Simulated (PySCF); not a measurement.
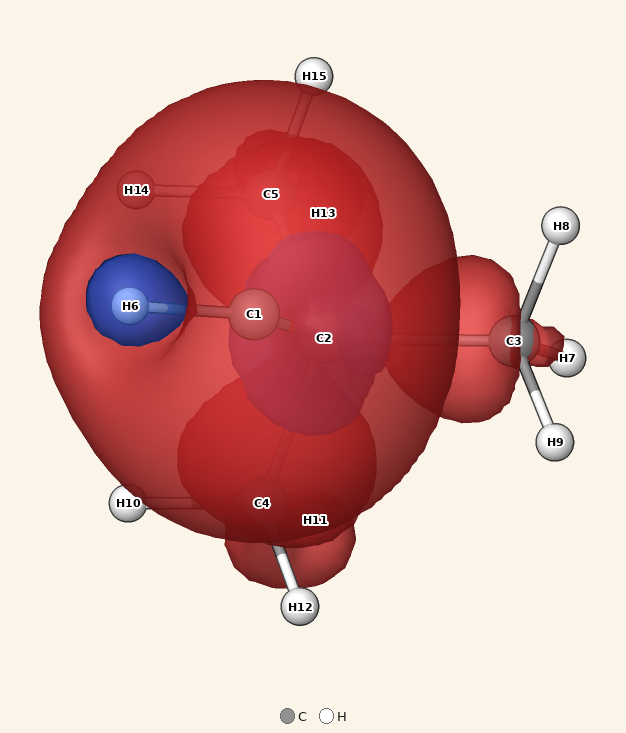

*C$_{5}$H$_{10}$, triplet, SMILES `[CH]C(C)(C)C`. Spin density ρα − ρβ at ±0.01 e/Å³ (red: excess α, blue: excess β).*

Method: PBE0/def2-SVPD; geometry: GFN2-xTB; program: PySCF. No frequency check shows the geometry to be a minimum. The stability of the open-shell solution wasn't checked. This spin state may not be the molecule's ground state. GFN2-xTB doesn't know the spin state, so this open-shell geometry is rough.

Geometry (Å), atoms numbered from 1:

```
C1       0.3468    0.0087   -1.5261
C2       0.0049   -0.0008   -0.1189
C3      -1.5206   -0.0765    0.0585
C4       0.6527   -1.2230    0.5763
C5       0.5227    1.2896    0.5633
H6       1.2764    0.0484   -2.0484
H7      -1.7787   -0.0781    1.1150
H8      -1.9978    0.7774   -0.4117
H9      -1.9067   -0.9839   -0.4025
H10      1.7349   -1.1856    0.4774
H11      0.3964   -1.2240    1.6336
H12      0.2946   -2.1459    0.1277
H13      0.2671    1.2750    1.6206
H14      1.6030    1.3629    0.4642
H15      0.0715    2.1658    0.1053
```

**How is the spin shared among the atoms?**

Hirshfeld spin populations: C1 +1.55, H6 +0.13, C2 +0.10 and C4 and C5 +0.06. ⟨S²⟩ = 2.01, against 2.00 for a pure state. The picture also shows regions of β spin from spin polarisation; the Hirshfeld sums, whose atoms overlap, net them against the α spin of neighbours.
